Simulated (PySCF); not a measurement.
# One shape, several levels: CH3F (fluoromethane)

Aim: a comparison of 6 runs (B3LYP/6-31G*, CAM-B3LYP/def2-SVP, PBE0/def2-SVP, wB97X/6-31G**, BP86/def2-TZVP, MP2/STO-3G) of CH3F (fluoromethane). The job is set up through a Python script.

Program for the calculation: PySCF 2.14.0.

1 further run of the same task is left out (set aside as unsound or not needed).

## Step 1: The structure to begin with

CH3F: 5 atoms, total charge 0, spin state singlet. SMILES: `CF`. The coordinates come from a PBE0-D4/def2-TZVP relaxation.

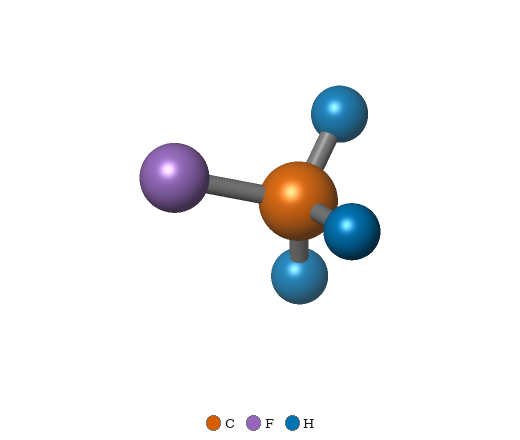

Viewed from a chosen angle; carbon orange, fluorine purple, hydrogen blue.

## Step 2: Energy and forces at B3LYP/6-31G(d) (spherical functions) (run 1)

calc.py reads:

```python
from pyscf import gto, dft

mol = gto.M(
    atom='''
C       -0.050700       0.032900       0.007800
F        1.094100      -0.710500      -0.168600
H       -0.918700      -0.626900      -0.058000
H       -0.104800       0.796000      -0.772000
H       -0.019800       0.508500       0.990700
''',
    verbose=3,
    spin=0,
    charge=0,
    max_memory=1860,
    basis='6-31g*',
)

mf = dft.RKS(mol, xc='b3lyp')
mf.conv_tol = 1e-10
mf.grids.level = 5
mf.kernel()
if not mf.converged:
    mf = mf.newton().run(mf.mo_coeff, mf.mo_occ)

etot = mf.e_tot
print('Final energy', etot)
grad = mf.nuc_grad_method().kernel()
mf.analyze()
```

Started as:

```bash
OMP_NUM_THREADS=1 python calc.py
```

What it wrote:

```text
converged SCF energy = -139.731823884975
Final energy -139.73182388497526
--------------- RKS gradients ---------------
         x                y                z
0 C    -0.0009781515     0.0005616485     0.0001605650
1 F    -0.0054706364     0.0035499750     0.0008519996
2 H     0.0032834843     0.0002960482    -0.0001135956
3 H     0.0016613350    -0.0024760163     0.0012588220
4 H     0.0015054283    -0.0019352822    -0.0021526368
----------------------------------------------
**** MO energy ****
MO #1   energy= -24.6584745452093  occ= 2
MO #2   energy= -10.2454390041763  occ= 2
MO #3   energy= -1.17403072490903  occ= 2
MO #4   energy= -0.695069178623436 occ= 2
MO #5   energy= -0.475059626322198 occ= 2
MO #6   energy= -0.473833414341955 occ= 2
MO #7   energy= -0.473814874577364 occ= 2
MO #8   energy= -0.33127182323003  occ= 2
MO #9   energy= -0.331262319175323 occ= 2
MO #10  energy= 0.106266101131848  occ= 0
MO #11  energy= 0.138560145337832  occ= 0
MO #12  energy= 0.166187669861449  occ= 0
MO #13  energy= 0.166211451405705  occ= 0
MO #14  energy= 0.521778262595488  occ= 0
MO #15  energy= 0.547675733353132  occ= 0
MO #16  energy= 0.54768292903492   occ= 0
MO #17  energy= 0.846231490156233  occ= 0
MO #18  energy= 0.846285125778387  occ= 0
MO #19  energy= 0.873508784206483  occ= 0
MO #20  energy= 0.981274893267689  occ= 0
MO #21  energy= 1.25216676345976   occ= 0
MO #22  energy= 1.26249776862251   occ= 0
MO #23  energy= 1.26250465695222   occ= 0
MO #24  energy= 1.52263616787611   occ= 0
MO #25  energy= 1.52263932531584   occ= 0
MO #26  energy= 1.83359833345503   occ= 0
MO #27  energy= 1.83361225564422   occ= 0
MO #28  energy= 1.93795121731667   occ= 0
MO #29  energy= 2.10060921974596   occ= 0
MO #30  energy= 2.19372816291721   occ= 0
MO #31  energy= 2.19377547482911   occ= 0
MO #32  energy= 2.43458656277148   occ= 0
MO #33  energy= 2.434602439844     occ= 0
MO #34  energy= 2.98970635963562   occ= 0
 ** Mulliken atomic charges  **
charge of    0C =     -0.00345
charge of    1F =     -0.30572
charge of    2H =      0.10307
charge of    3H =      0.10304
charge of    4H =      0.10305
Dipole moment(X, Y, Z, Debye): -1.40860,  0.91463,  0.21706
```

Wall time 14 s (1 thread of Intel Xeon at 2.50GHz (Skylake/Cascade Lake), shared host); peak memory 0.39 GiB.

## Step 3: Energy and gradient at CAM-B3LYP/def2-SVP (run 2)

calc.py reads:

```python
# CF
import pyscf.grad
from pyscf import gto, dft

system = gto.M(
    atom='''
C       -0.050700       0.032900       0.007800
F        1.094100      -0.710500      -0.168600
H       -0.918700      -0.626900      -0.058000
H       -0.104800       0.796000      -0.772000
H       -0.019800       0.508500       0.990700
''',
    verbose=4,
    basis='def2-svp',
    max_memory=1860,
    spin=0,
)

calc0 = dft.RKS(system, xc='cam-b3lyp')
calc0.conv_tol = 1e-10
calc0.grids.level = 5
calc0.kernel()
if not calc0.converged:
    calc0 = calc0.newton().run(calc0.mo_coeff, calc0.mo_occ)

energy = calc0.e_tot
print('Final energy', energy)
grad = calc0.Gradients().kernel()
calc0.analyze()
```

Started as:

```bash
OMP_NUM_THREADS=1 python calc.py
```

What it wrote:

```text
PySCF version 2.14.0

[INPUT] num. atoms = 5
[INPUT] num. electrons = 18
[INPUT] charge = 0
[INPUT] spin (= nelec alpha-beta = 2S) = 0
[INPUT] symmetry False subgroup None
[INPUT] Mole.unit = angstrom
[INPUT] Symbol           X                Y                Z      unit          X                Y                Z       unit  Magmom
[INPUT]  1 C     -0.050700000000   0.032900000000   0.007800000000 AA   -0.095809114515   0.062171989498   0.014739863772 Bohr   0.0
[INPUT]  2 F      1.094100000000  -0.710500000000  -0.168600000000 AA    2.067549352887  -1.342650411503  -0.318607824602 Bohr   0.0
[INPUT]  3 H     -0.918700000000  -0.626900000000  -0.058000000000 AA   -1.736091390638  -1.184669307490  -0.109604115225 Bohr   0.0
[INPUT]  4 H     -0.104800000000   0.796000000000  -0.772000000000 AA   -0.198043297854   1.504221995154  -1.458868568164 Bohr   0.0
[INPUT]  5 H     -0.019800000000   0.508500000000   0.990700000000 AA   -0.037416577266   0.960925734341   1.872151671607 Bohr   0.0

[... 58 lines left out ...]
converged SCF energy = -139.579383841607
[... 17 lines left out ...]
Two-electron Energy =                   89.495435698582867
[... 6 lines left out ...]
MO #3   energy= -1.23905685487926  occ= 2
[... 4 lines left out ...]
MO #8   energy= -0.403871388875035 occ= 2
[... 4 lines left out ...]
MO #13  energy= 0.175960925709534  occ= 0
[... 4 lines left out ...]
MO #18  energy= 0.702171812837797  occ= 0
[... 4 lines left out ...]
MO #23  energy= 1.23149736772692   occ= 0
[... 4 lines left out ...]
MO #28  energy= 1.78556203281139   occ= 0
[... 4 lines left out ...]
MO #33  energy= 2.24039095183563   occ= 0
[... 4 lines left out ...]
MO #38  energy= 2.90186839906389   occ= 0
[... 4 lines left out ...]
MO #43  energy= 3.84635909158242   occ= 0
[... 12 lines left out ...]
pop of  0 C 3dyz          0.00237
pop of  0 C 3dz^2         0.00194
pop of  0 C 3dxz          0.00116
pop of  0 C 3dx2-y2       0.00212
pop of  1 F 1s            1.99996
pop of  1 F 2s            1.83173
pop of  1 F 3s            0.00396
pop of  1 F 2px           1.66509
pop of  1 F 2py           1.84100
pop of  1 F 2pz           1.96204
pop of  1 F 3px           0.00116
pop of  1 F 3py           0.00135
pop of  1 F 3pz           0.00148
pop of  1 F 3dxy          0.00158
pop of  1 F 3dyz          0.00024
pop of  1 F 3dz^2         0.00058
pop of  1 F 3dxz          0.00057
pop of  1 F 3dx2-y2       0.00089
pop of  2 H 1s            0.89057
pop of  2 H 2s            0.00819
pop of  2 H 2px           0.00080
pop of  2 H 2py           0.00068
pop of  2 H 2pz           0.00003
pop of  3 H 1s            0.89060
pop of  3 H 2s            0.00818
pop of  3 H 2px           0.00013
pop of  3 H 2py           0.00062
pop of  3 H 2pz           0.00076
pop of  4 H 1s            0.89059
pop of  4 H 2s            0.00818
pop of  4 H 2px           0.00015
pop of  4 H 2py           0.00026
pop of  4 H 2pz           0.00111
 ** Mulliken atomic charges  **
charge of    0C =      0.01248
charge of    1F =     -0.31163
charge of    2H =      0.09973
charge of    3H =      0.09970
charge of    4H =      0.09971
Dipole moment(X, Y, Z, Debye): -1.50921,  0.97999,  0.23255
```

Wall time 21 s (1 thread of Intel Xeon at 2.50GHz (Skylake/Cascade Lake), shared host); peak memory 0.46 GiB.

Runs 3 to 4 aren't shown in full; the table further down has their settings and results.

## Step 4: Energy and forces at BP86/def2-TZVP (run 5)

run.py reads:

```python
from pyscf import gto, dft

mol = gto.M(
    atom='''
C   -0.050700   0.032900   0.007800
F    1.094100  -0.710500  -0.168600
H   -0.918700  -0.626900  -0.058000
H   -0.104800   0.796000  -0.772000
H   -0.019800   0.508500   0.990700
''',
    spin=0,
    charge=0,
    verbose=4,
    max_memory=1860,
    basis='def2-tzvp',
)

mf = dft.RKS(mol, xc='bp86')
mf.conv_tol = 1e-10
mf.grids.level = 5
mf.kernel()
if not mf.converged:
    mf = mf.newton().run(mf.mo_coeff, mf.mo_occ)

energy = mf.e_tot
print('E(%s) = %.9f' % ('BP86', energy))
grad = mf.nuc_grad_method().kernel()
mf.analyze()
```

Started as:

```bash
OMP_NUM_THREADS=1 python run.py
```

What it wrote:

```text
PySCF version 2.14.0

[INPUT] num. atoms = 5
[INPUT] num. electrons = 18
[INPUT] charge = 0
[INPUT] spin (= nelec alpha-beta = 2S) = 0
[INPUT] symmetry False subgroup None
[INPUT] Mole.unit = angstrom
[INPUT] Symbol           X                Y                Z      unit          X                Y                Z       unit  Magmom
[INPUT]  1 C     -0.050700000000   0.032900000000   0.007800000000 AA   -0.095809114515   0.062171989498   0.014739863772 Bohr   0.0
[INPUT]  2 F      1.094100000000  -0.710500000000  -0.168600000000 AA    2.067549352887  -1.342650411503  -0.318607824602 Bohr   0.0
[INPUT]  3 H     -0.918700000000  -0.626900000000  -0.058000000000 AA   -1.736091390638  -1.184669307490  -0.109604115225 Bohr   0.0
[INPUT]  4 H     -0.104800000000   0.796000000000  -0.772000000000 AA   -0.198043297854   1.504221995154  -1.458868568164 Bohr   0.0
[INPUT]  5 H     -0.019800000000   0.508500000000   0.990700000000 AA   -0.037416577266   0.960925734341   1.872151671607 Bohr   0.0

[... 79 lines left out ...]
DFT Exchange-Correlation Energy =      -17.002637563692168
[... 9 lines left out ...]
MO #8   energy= -0.296296266587091 occ= 2
[... 7 lines left out ...]
MO #16  energy= 0.258504615507483  occ= 0
[... 7 lines left out ...]
MO #24  energy= 0.690912069861356  occ= 0
[... 7 lines left out ...]
MO #32  energy= 1.36720324422935   occ= 0
[... 7 lines left out ...]
MO #40  energy= 2.13377940571724   occ= 0
[... 7 lines left out ...]
MO #48  energy= 2.62249458254669   occ= 0
[... 7 lines left out ...]
MO #56  energy= 3.23740544418706   occ= 0
[... 7 lines left out ...]
MO #64  energy= 4.06677278124567   occ= 0
[... 7 lines left out ...]
MO #72  energy= 7.08831349590005   occ= 0
[... 7 lines left out ...]
MO #80  energy= 56.4672915326463   occ= 0
[... 49 lines left out ...]
pop of  1 F 3dz^2         0.00088
pop of  1 F 3dxz          0.00083
pop of  1 F 3dx2-y2       0.00131
pop of  1 F 4dxy          0.00026
pop of  1 F 4dyz          0.00003
pop of  1 F 4dz^2         0.00010
pop of  1 F 4dxz          0.00007
pop of  1 F 4dx2-y2       0.00012
pop of  1 F 4f-3          0.00011
pop of  1 F 4f-2          0.00004
pop of  1 F 4f-1          0.00002
pop of  1 F 4f+0          0.00002
pop of  1 F 4f+1          0.00005
pop of  1 F 4f+2          0.00001
pop of  1 F 4f+3          0.00005
pop of  2 H 1s            0.87349
pop of  2 H 2s            0.00535
pop of  2 H 3s            0.00280
pop of  2 H 2px           0.00046
pop of  2 H 2py           0.00051
pop of  2 H 2pz           0.00007
pop of  3 H 1s            0.87352
pop of  3 H 2s            0.00535
pop of  3 H 3s            0.00279
pop of  3 H 2px           0.00017
pop of  3 H 2py           0.00038
pop of  3 H 2pz           0.00050
pop of  4 H 1s            0.87351
pop of  4 H 2s            0.00535
pop of  4 H 3s            0.00280
pop of  4 H 2px           0.00019
pop of  4 H 2py           0.00019
pop of  4 H 2pz           0.00067
 ** Mulliken atomic charges  **
charge of    0C =     -0.04697
charge of    1F =     -0.30494
charge of    2H =      0.11732
charge of    3H =      0.11729
charge of    4H =      0.11730
Dipole moment(X, Y, Z, Debye): -1.41185,  0.91676,  0.21755
```

Wall time 28 s (1 thread of Intel Xeon at 2.50GHz (Skylake/Cascade Lake), shared host); peak memory 0.78 GiB.

## Step 5: Energy and forces at MP2/STO-3G (run 6)

calc.py reads:

```python
import pyscf.grad
from pyscf import gto, scf, mp

mol = gto.M(
    atom='''
C   -0.050700   0.032900   0.007800
F    1.094100  -0.710500  -0.168600
H   -0.918700  -0.626900  -0.058000
H   -0.104800   0.796000  -0.772000
H   -0.019800   0.508500   0.990700
''',
    verbose=3,
    charge=0,
    basis='sto-3g',
    max_memory=1860,
)

mf = scf.RHF(mol)
mf.conv_tol = 1e-10
mf.kernel()
if not mf.converged:
    mf = mf.newton().run(mf.mo_coeff, mf.mo_occ)

pt = mp.MP2(mf, frozen=2).run()
etot = pt.e_tot
print('Final energy', etot)
grad = pt.Gradients().kernel()
mf.analyze()
```

Started as:

```bash
OMP_NUM_THREADS=1 python calc.py
```

What it wrote:

```text
converged SCF energy = -137.168416395653
E(RMP2) = -137.236208893511  E_corr = -0.06779249785859
E(SCS-RMP2) = -137.245269189385  E_corr = -0.0768527937324501
Final energy -137.2362088935111
--------------- RMP2 gradients ---------------
         x                y                z
0 C    -0.0044011672     0.0027585834     0.0006933942
1 F    -0.0285913737     0.0185659094     0.0044099694
2 H     0.0192519187     0.0051840914    -0.0000870211
3 H     0.0074760157    -0.0153112845     0.0101721777
4 H     0.0062646064    -0.0111972997    -0.0151885202
----------------------------------------------
**** MO energy ****
MO #1   energy= -25.921729274513   occ= 2
MO #2   energy= -11.1118506397901  occ= 2
MO #3   energy= -1.4820727178647   occ= 2
MO #4   energy= -0.893819059304126 occ= 2
MO #5   energy= -0.605996532999202 occ= 2
MO #6   energy= -0.605969693249712 occ= 2
MO #7   energy= -0.533745051414445 occ= 2
MO #8   energy= -0.416199239785375 occ= 2
MO #9   energy= -0.416187873841597 occ= 2
MO #10  energy= 0.598259413993895  occ= 0
MO #11  energy= 0.689463465331184  occ= 0
MO #12  energy= 0.68955567206523   occ= 0
MO #13  energy= 0.715403751681376  occ= 0
 ** Mulliken atomic charges  **
charge of    0C =      0.01109
charge of    1F =     -0.11481
charge of    2H =      0.03458
charge of    3H =      0.03457
charge of    4H =      0.03457
Dipole moment(X, Y, Z, Debye): -0.95557,  0.62051,  0.14723
```

Run time: 3.6 s. Hardware: 1 thread of Intel Xeon at 2.50GHz (Skylake/Cascade Lake), shared host; peak memory 0.12 GiB.

## Step 6: Overview of the runs

```
run                                level  integration grid  frozen core orbitals  energy (Eh)  dipole moment (D) of the reference  HOMO energy (eV)  LUMO energy (eV)  wall time
  1   B3LYP/6-31G* (spherical functions)                 5                     –  -139.731824                                1.69             -9.01              2.89       14 s
  2                   CAM-B3LYP/def2-SVP                 5                     –  -139.579384                                1.81            -10.99              3.11       21 s
  3                        PBE0/def2-SVP                 5                     –  -139.482795                                1.81             -9.52              2.28       12 s
  4  wB97X/6-31G** (spherical functions)                 5                     –  -139.700242                                1.75            -11.88              5.57       18 s
  5                       BP86/def2-TZVP                 5                     –  -139.799765                                1.70             -8.06              0.91       28 s
  6                           MP2/STO-3G                 –                     2  -137.236209                                1.15            -11.33             16.28      3.6 s
```

## Step 7: Results

| quantity | value |
| --- | --- |
| run 6: total energy | -137.23621 Eh |
| run 6: dipole moment (Hartree–Fock density) | 1.15 D |
| run 6: HOMO energy (Hartree–Fock orbitals) | -11.33 eV |
| run 6: LUMO energy (Hartree–Fock orbitals) | 16.28 eV |
| run 6: HOMO–LUMO gap (Hartree–Fock orbitals) | 27.60 eV |
| run 6: correlation energy (2 core orbitals frozen) | -67.8 mEh |
| run 6: largest force on an atom | 1.768 eV/Å |

What this shows: Over runs 1, 2, 3, 4, 5 the dipole moment (its size) runs from 1.69 D (B3LYP/6-31G*) to 1.81 D (CAM-B3LYP/def2-SVP). The two ends differ in method and basis. Over runs 1, 2, 3, 4, 5 the HOMO–LUMO gap runs from 8.98 eV (BP86/def2-TZVP) to 17.45 eV (wB97X/6-31G**). Totals of different functionals can't be ranked against each other. In run 6 the basis is minimal, so the values are rough. All runs together took 96 s, the longest 28 s.
